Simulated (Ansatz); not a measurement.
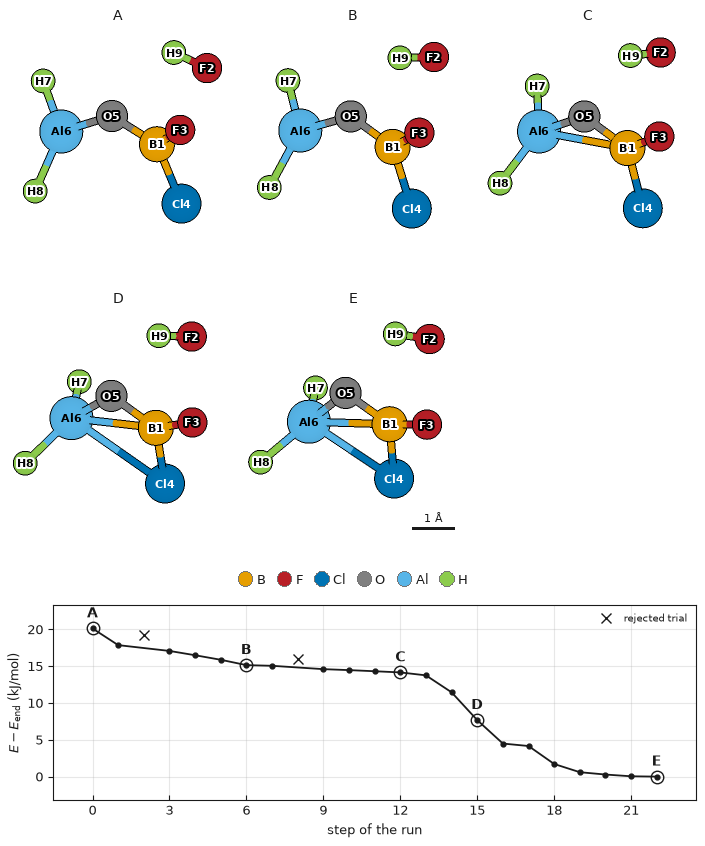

Frames of a relaxation of AlBH3OClF2, marked on the history of the run. The picture is a ball-and-stick view, seen at a tilt.

The run prepares an end point of a later path (reaction) calculation, from a guessed geometry.

These are results of Ansatz, RKS PBE0-D4/6-31G*, not measurements. (no spin polarisation; force threshold 0.03 eV/Å; at most 50 steps)

Question: What happens along the run?

Answer: After 20 accepted moves (22 points after the start) the energy has fallen by 20.1 kJ/mol. Largest force component: 1.2 eV/Å at the start, 0.03 eV/Å at the end. The line search rejected the trial steps at points 2, 8 of the run. The largest move after the best rigid fit is that of H7, 1.14 Å. By element the largest moves are H 1.14 Å, Cl 0.75 Å, F 0.46 Å, O 0.36 Å, Al 0.36 Å, B 0.09 Å. Among the contacts that change: Cl4–Al6 3.500 → 2.503 Å, B1–Al6 2.853 → 2.499 Å, O5–Al6 1.734 → 1.819 Å, B1–Cl4 1.771 → 1.850 Å. New bonds form, among them: Cl4–Al6 (3.50 → 2.50 Å). Among the angles between lasting bonds that change: B1–O5–Al6 133.2° → 104.3°, F3–B1–O5 120.1° → 129.4°, Cl4–B1–O5 121.2° → 113.3°. Groups turn about O5–Al6 by about 45°. Cost: 68 s on 2 threads of Arm Neoverse V2, on a shared host, peak memory 0.23 GiB. From step 0 to 6: F2 moves most (0.36 Å), energy −4.98 kJ/mol. From step 6 to 12: H7 moves most (0.40 Å), energy −0.99 kJ/mol. From step 12 to 15: H7 moves most (0.46 Å), energy −6.48 kJ/mol. From step 15 to 22: Cl4 moves most (0.22 Å), energy −7.68 kJ/mol.

Limits of the set-up: the start holds two separate molecules, 2.2 Å apart at their closest, whose relative position is a soft coordinate.
